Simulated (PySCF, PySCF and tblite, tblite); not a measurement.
# CH9BN2Si: a path driven as rotation about a bond, and NMR exchange, part 2 of 2

PySCF and tblite. Atoms count from 0. Earlier steps stand in the parts before.

## 7. Shieldings, start: B3LYP/pcSseg-1

Job settings and geometry (Å):

```
{"job": {"kind": "nmr", "xc": "B3LYP", "basis": "pcSseg-1", "pop": false}, "charge": 0, "multiplicity": 1}
B     -0.776402     1.365058    -0.603988
N     -0.551028     0.094371    -0.090331
C     -1.667351    -0.766983     0.252072
Si     1.005485    -0.676099     0.162997
N      2.205091     0.541768     0.288938
H     -1.876489     1.752395    -0.742533
H      0.130395     2.042523    -0.907718
H     -1.639192    -1.028278     1.312048
H     -1.627187    -1.694804    -0.323234
H     -2.610354    -0.267603     0.040614
H      1.165292    -1.652897    -0.932251
H      0.977218    -1.357304     1.461338
H      3.171979     0.266576     0.315801
H      2.091863     1.380803    -0.255920
```

Output:

```text
coarse grid: 11504 points
cycle   1  E = -467.3357188162  dE =  3.138e-01  |g| = 5.639e-01  |ddm| = 3.159e+00
cycle   2  E = -467.2676376116  dE =  6.808e-02  |g| = 7.968e-01  |ddm| = 1.179e+00
cycle   3  E = -467.4054724268  dE = -1.378e-01  |g| = 8.231e-02  |ddm| = 7.671e-01
cycle   4  E = -467.4068551351  dE = -1.383e-03  |g| = 3.359e-02  |ddm| = 7.883e-02
cycle   5  E = -467.4070839398  dE = -2.288e-04  |g| = 1.221e-02  |ddm| = 2.889e-02
cycle   6  E = -467.4071141056  dE = -3.017e-05  |g| = 2.662e-03  |ddm| = 1.101e-02
cycle   7  E = -467.4071158685  dE = -1.763e-06  |g| = 3.579e-04  |ddm| = 2.698e-03
final grid: 104680 points
cycle   8  E = -467.4356619732  dE = -2.440e-05  |g| = 6.029e-03  |ddm| = 1.826e-02
cycle   9  E = -467.4356543308  dE =  7.642e-06  |g| = 8.425e-03  |ddm| = 1.151e-02
cycle  10  E = -467.4356700809  dE = -1.575e-05  |g| = 1.006e-03  |ddm| = 6.746e-03
cycle  11  E = -467.4356702860  dE = -2.051e-07  |g| = 2.251e-04  |ddm| = 6.636e-04
cycle  12  E = -467.4356702950  dE = -8.966e-09  |g| = 8.225e-05  |ddm| = 2.079e-04
cycle  13  E = -467.4356702964  dE = -1.417e-09  |g| = 2.399e-05  |ddm| = 8.494e-05
cycle  14  E = -467.4356702965  dE = -1.266e-10  |g| = 5.090e-06  |ddm| = 2.253e-05
converged SCF energy = -467.4356702965

GIAO shielding tensors (ppm)
atom      isotropic    diamagn.    paramagn.     s11        s22        s33       span
  0 B       57.421     197.317    -139.896     22.047     39.961    110.256     88.210
  1 N      124.542     325.815    -201.273     -9.206    137.856    244.978    254.184
  2 C      138.061     243.496    -105.434    108.865    123.717    181.602     72.737
  3 Si     368.690     880.499    -511.809    337.136    352.045    416.889     79.753
  4 N      257.953     316.632     -58.679    217.316    251.646    304.898     87.582
  5 H       26.803      31.940      -5.137     24.675     26.920     28.813      4.138
  6 H       27.328      33.680      -6.352     25.122     26.337     30.524      5.402
  7 H       28.612      29.334      -0.722     24.612     26.827     34.398      9.786
  8 H       28.710      29.139      -0.430     24.810     26.774     34.545      9.735
  9 H       28.306      29.357      -1.051     24.933     27.188     32.796      7.863
 10 H       26.447      30.335      -3.888     23.124     24.753     31.464      8.340
 11 H       26.882      30.479      -3.597     23.308     25.737     31.603      8.294
 12 H       31.912      29.502       2.410     24.511     27.354     43.870     19.360
 13 H       31.043      32.662      -1.619     22.623     28.810     41.696     19.073
```

Run time: 8.5 s. Hardware: 1 thread of Arm Neoverse V2, shared host; peak memory 0.67 GiB.

Key values: HOMO -7.17 eV, LUMO -0.11 eV; dipole 1.37 D.

## 8. Shieldings, saddle of leg 1: B3LYP/pcSseg-1

Job settings and geometry (Å):

```
{"job": {"kind": "nmr", "xc": "B3LYP", "basis": "pcSseg-1", "pop": false}, "charge": 0, "multiplicity": 1}
B     -0.739361     1.368190    -0.480252
N     -0.483010    -0.024871    -0.193057
C     -1.649666    -0.880846    -0.159709
Si     0.953711    -0.531053     0.603655
N      2.158712     0.590102     0.093553
H     -1.077217     2.107663     0.370382
H     -0.646758     1.756048    -1.587348
H     -1.342982    -1.921369    -0.068922
H     -2.226753    -0.763808    -1.080849
H     -2.308599    -0.641282     0.684097
H      1.106253    -1.938983     0.193676
H      0.981805    -0.436134     2.072551
H      3.097927     0.456954     0.428924
H      2.175935     0.859388    -0.876702
```

Output:

```text
coarse grid: 11504 points
cycle   1  E = -467.2865950440  dE =  3.230e-01  |g| = 6.020e-01  |ddm| = 3.206e+00
cycle   2  E = -467.1906459049  dE =  9.595e-02  |g| = 8.920e-01  |ddm| = 1.599e+00
cycle   3  E = -467.3636455312  dE = -1.730e-01  |g| = 6.031e-02  |ddm| = 1.108e+00
cycle   4  E = -467.3643245433  dE = -6.790e-04  |g| = 2.667e-02  |ddm| = 7.477e-02
cycle   5  E = -467.3644545266  dE = -1.300e-04  |g| = 9.067e-03  |ddm| = 2.808e-02
cycle   6  E = -467.3644703003  dE = -1.577e-05  |g| = 2.150e-03  |ddm| = 9.057e-03
cycle   7  E = -467.3644713730  dE = -1.073e-06  |g| = 4.610e-04  |ddm| = 2.331e-03
final grid: 104680 points
cycle   8  E = -467.3921789168  dE = -2.430e-05  |g| = 6.156e-03  |ddm| = 1.989e-02
cycle   9  E = -467.3921709495  dE =  7.967e-06  |g| = 8.608e-03  |ddm| = 1.535e-02
cycle  10  E = -467.3921875144  dE = -1.656e-05  |g| = 7.981e-04  |ddm| = 9.079e-03
cycle  11  E = -467.3921876346  dE = -1.202e-07  |g| = 1.931e-04  |ddm| = 6.928e-04
cycle  12  E = -467.3921876418  dE = -7.221e-09  |g| = 5.924e-05  |ddm| = 1.894e-04
cycle  13  E = -467.3921876425  dE = -7.019e-10  |g| = 2.099e-05  |ddm| = 8.781e-05
converged SCF energy = -467.3921876425

GIAO shielding tensors (ppm)
atom      isotropic    diamagn.    paramagn.     s11        s22        s33       span
  0 B       15.164     193.931    -178.767    -45.620    -14.967    106.079    151.698
  1 N      209.054     330.288    -121.234    152.309    173.889    300.965    148.656
  2 C      155.741     240.739     -84.998    124.267    159.188    183.768     59.501
  3 Si     372.832     880.729    -507.897    326.733    362.480    429.281    102.548
  4 N      247.803     317.499     -69.696    210.703    250.622    282.084     71.381
  5 H       24.493      30.939      -6.446     20.747     25.602     27.129      6.381
  6 H       24.523      31.295      -6.772     21.154     25.160     27.256      6.102
  7 H       28.560      29.226      -0.666     25.129     27.545     33.006      7.877
  8 H       29.321      28.323       0.998     24.444     27.194     36.325     11.881
  9 H       29.323      28.256       1.067     23.990     27.317     36.662     12.673
 10 H       26.582      30.864      -4.282     23.505     25.096     31.145      7.641
 11 H       26.597      30.232      -3.635     23.455     24.864     31.471      8.016
 12 H       31.895      29.857       2.038     25.033     27.052     43.601     18.568
 13 H       31.545      32.615      -1.070     24.639     29.239     40.757     16.117
```

Run time: 12 s. Hardware: 1 thread of Arm Neoverse V2, shared host; peak memory 0.68 GiB.

This run: HOMO -6.02 eV, LUMO -1.58 eV; dipole 1.06 D.

The fields below are evaluated on a grid from the run's orbitals.

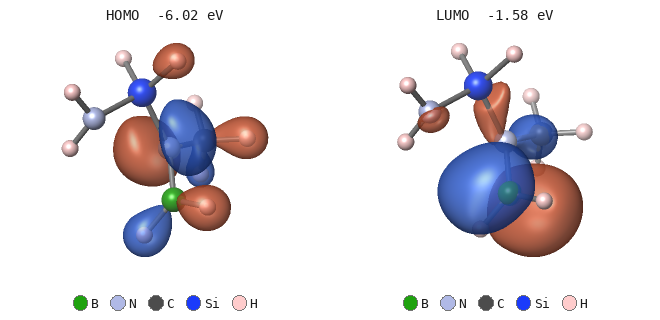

B3LYP/pcSseg-1 orbitals near the gap, drawn at the value that encloses 70 % of each; the two colours are the two signs.

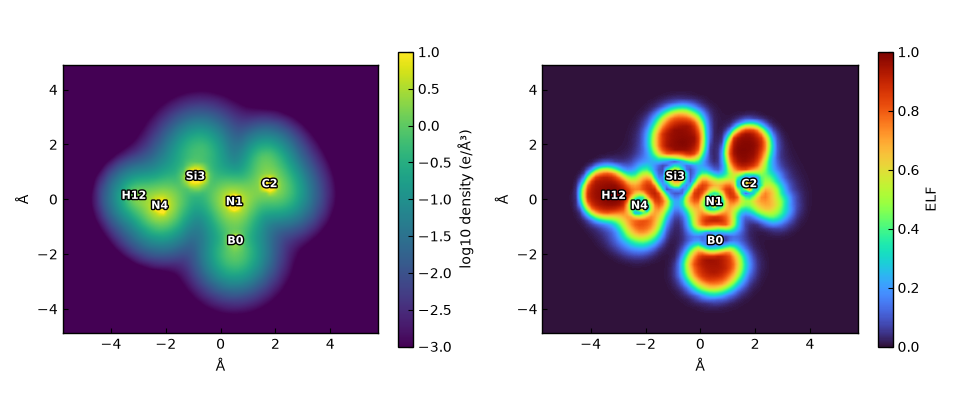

Density (left) and ELF (right) in a plane through or near 6 of the atoms.

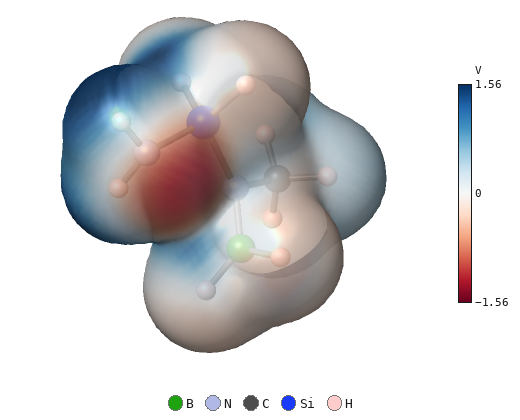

Electrostatic potential on the surface of density 0.002 e/bohr³; red is low, blue high. It runs from -1.15 V near N4 to 1.56 V near H12.

## 9. Kinetics and line shapes

Job settings and geometry (Å):

```
{"job": {"smiles": "BN(C)[SiH2]N", "charge": 0, "mult": 1, "motion": "rotation", "what": "aminoborane", "atoms": [0, 1], "drives": [{"terms": [["t", [5, 0, 1, 2], 0.25], ["t", [5, 0, 1, 3], 0.25], ["t", [6, 0, 1, 2], 0.25], ["t", [6, 0, 1, 3], 0.25]], "by": 180, "n": 12}], "flip": [0, 1], "study": "path", "level": {"kind": "nmr", "xc": "B3LYP", "basis": "pcSseg-1"}, "fields": [60, 90, 360], "first": 0, "seed": 817, "kind": "path"}, "charge": 0, "multiplicity": 1}
B     -0.776402     1.365058    -0.603988
N     -0.551028     0.094371    -0.090331
C     -1.667351    -0.766983     0.252072
Si     1.005485    -0.676099     0.162997
N      2.205091     0.541768     0.288938
H     -1.876489     1.752395    -0.742533
H      0.130395     2.042523    -0.907718
H     -1.639192    -1.028278     1.312048
H     -1.627187    -1.694804    -0.323234
H     -2.610354    -0.267603     0.040614
H      1.165292    -1.652897    -0.932251
H      0.977218    -1.357304     1.461338
H      3.171979     0.266576     0.315801
H      2.091863     1.380803    -0.255920
```

Output:

```text
stationary points (kcal/mol above the start)
  n  kind          group   xTB      DFT    lowest mode
  0  minimum      C1       0.00     0.00      37.1
  1  saddle       C1      20.45    27.39    -596.5
  2  minimum      C1       0.00     0.00      37.3

GFN2-xTB energies: T/K, barrier G, reaction G (kcal/mol), k forward, k back (1/s)
 150.00    18.95    -0.01   1.55e-15   1.49e-15
 200.00    18.93    -0.01   1.74e-08   1.69e-08
 250.00    18.90    -0.01    0.00031   0.000302
 298.15    18.89    -0.01      0.177      0.173
 350.00    18.88    -0.02       23.8       23.3
 400.00    18.87    -0.02        812        796
 500.00    18.89    -0.02   1.16e+05   1.14e+05

B3LYP/pcSseg-1 + D3(BJ) energies: T/K, barrier G, reaction G (kcal/mol), k forward, k back (1/s)
 150.00    25.88    -0.01   1.22e-25   1.17e-25
 200.00    25.86    -0.01   4.59e-16   4.44e-16
 250.00    25.84    -0.01   2.69e-10   2.61e-10
 298.15    25.82    -0.02   1.46e-06   1.42e-06
 350.00    25.81    -0.02    0.00111    0.00108
 400.00    25.81    -0.02      0.132      0.129
 500.00    25.82    -0.02        108        105
```

It took 34 s on 1 thread of Arm Neoverse V2, shared host; peak memory 0.68 GiB. This counts the whole study up to here.

Barriers by level (kcal/mol; entropies in cal/(mol K)). Zero-point and thermal terms come from xTB in every row. ΔG‡ leaves symmetry out; the rate counts equivalent paths (a factor of 2); effective ΔG‡, where given, is the barrier that would give that rate by Eyring's equation alone:

```csv
level,ΔE‡,with zero-point,ΔH‡,ΔS‡,ΔG‡ (298 K),ΔE of reaction,k at 298 K (1/s),effective ΔG‡
GFN2-xTB,20.45,18.94,18.93,0.1,18.89,0.00,0.18,18.48
B3LYP/pcSseg-1 + D3(BJ),27.39,25.88,25.86,0.1,25.82,0.00,1.5e-06,25.41
```

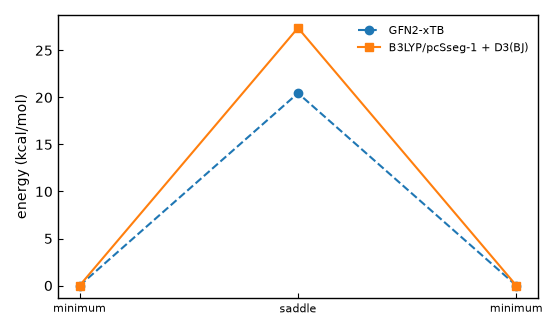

The xTB stationary points, at both levels.

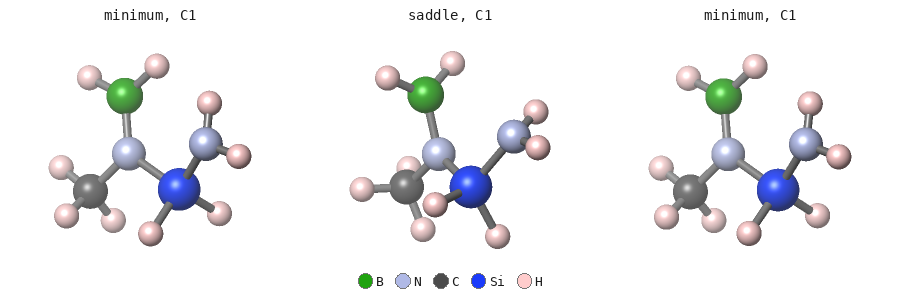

The stationary points in order.

Sites that the driver pairs across this motion, and where their lines would merge (no couplings; faster rotations or exchange between molecules can average them sooner):

```
nucleus  sites: shielding (ppm)  proton frequency (MHz)  spread (Hz)  coalescence (K)  lines at 298 K
     1H    H5: 26.80; H6: 27.33                      60           32              492               2
     1H    H5: 26.80; H6: 27.33                      90           47              499               2
     1H    H5: 26.80; H6: 27.33                     360          189              527               2
```

## 10. Outcome

The summary covers parts 1 to 2.

```
                         quantity                               value
barrier (B3LYP/pcSseg-1 + D3(BJ))  ΔE‡ 27.4, ΔG‡(298 K) 25.8 kcal/mol
               barrier (GFN2-xTB)                   ΔE‡ 20.4 kcal/mol
                    rate at 298 K                         1.5e-06 s⁻¹
                  end of the path   the start, renumbered or mirrored
             coalescence of 1H H5                    527 K at 360 MHz
```

In words: DFT puts the top 27.4 kcal/mol above the start (xTB: 20.4); the rate from the DFT barrier is 1.5e-06 s⁻¹ at 298 K. An error of 1.4 kcal/mol changes that rate tenfold. The 1H lines of H5 and its partners, 189 Hz apart at 360 MHz, merge at 527 K, so by this path alone the exchange at 298 K is slow for them; other paths were not followed.
